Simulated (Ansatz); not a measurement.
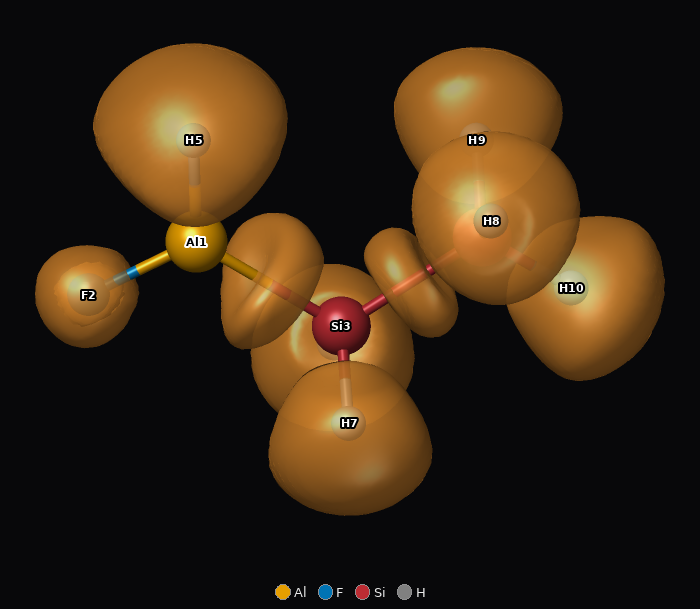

Figure 1: AlFH₆Si₂ (SMILES [F][AlH][SiH2][SiH3]). Isosurface of the electron localisation function at 0.8 (orange), seen at a tilt. Core shells and regions of very low density are left out.

Geometry: PBE0-D3(BJ)/pcseg-1.

Level of theory: Ansatz 0.2.0, isolated molecule in a Gaussian basis; Kohn-Sham density functional theory, functional PBE0.

```xyz
10

Al   -2.0469   -0.2399   -1.9007
F    -2.5748   -0.6642   -3.4370
Si    0.3599    0.0234   -1.5573
Si    0.8437    0.6479    0.6495
H    -3.1829   -0.0502   -0.8098
H     0.8982    1.0610   -2.4934
H     1.0610   -1.2627   -1.8697
H     0.3284   -0.3918    1.5912
H     0.1656    1.9413    0.9670
H     2.3112    0.8098    0.8717
```

Where are the electrons localised?

Answer. At this value the surface marks out one region between bonded Al–Si atoms (shared pairs), one region between bonded Si–Si atoms (shared pairs), six regions around hydrogen nuclei and one region wrapped around F (its valence shell). Along the contacts the grid gives the following. Al–F (1.68 Å): the ELF peaks at about 0.85 in the valence shell of F, 0.6 Å from its nucleus, and is about 0.30 at the midpoint. Si–Si (2.34 Å): the ELF peaks at about 1 between the atoms: a covalent bond.
